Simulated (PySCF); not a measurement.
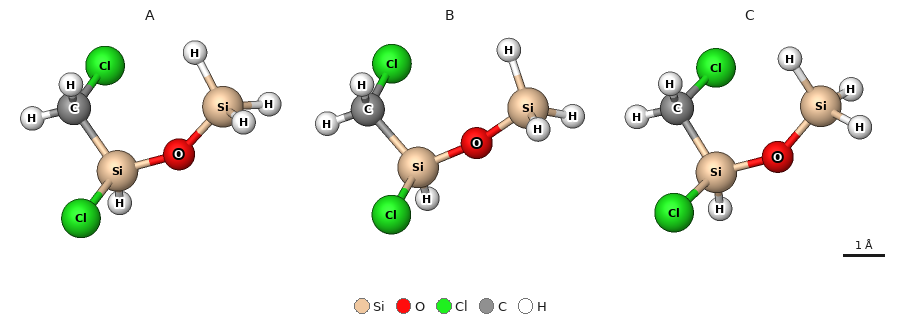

3 geometries from one relaxation of CH6Cl2OSi2, in shuffled order. The picture is a ball-and-stick view, seen at a tilt.

The start comes from GFN2-xTB. Its atoms were then displaced at random by about 0.01 Å.

All numbers below come from PBE0-D3(BJ)/def2-SVP geometry optimisation, gas phase (PySCF 2.14.0, density-fitted response routines). 

Question: Order the frames from highest to lowest energy.

Answer: B, A, C. They are steps 0, 10, 21, at +21.4 kJ/mol, +2.13 kJ/mol relative to the last. Over 21 geometry steps the energy falls by 21.4 kJ/mol. The atom that moves furthest after the best rigid fit is an H atom (0.91 Å). By element the largest moves are H 0.91 Å, Cl 0.60 Å, O 0.39 Å, C 0.23 Å, Si 0.19 Å. Near-neighbour distances that change, for instance: H–Si 1.434 → 1.481 Å, Cl–Si 2.020 → 2.064 Å, H–Si 1.459 → 1.489 Å, O–Si 1.641 → 1.667 Å. Bond angles that change, for instance: Si–O–Si 167.3° → 145.4°, O–Si–H 104.9° → 109.9°, H–Si–H 114.7° → 109.8°.
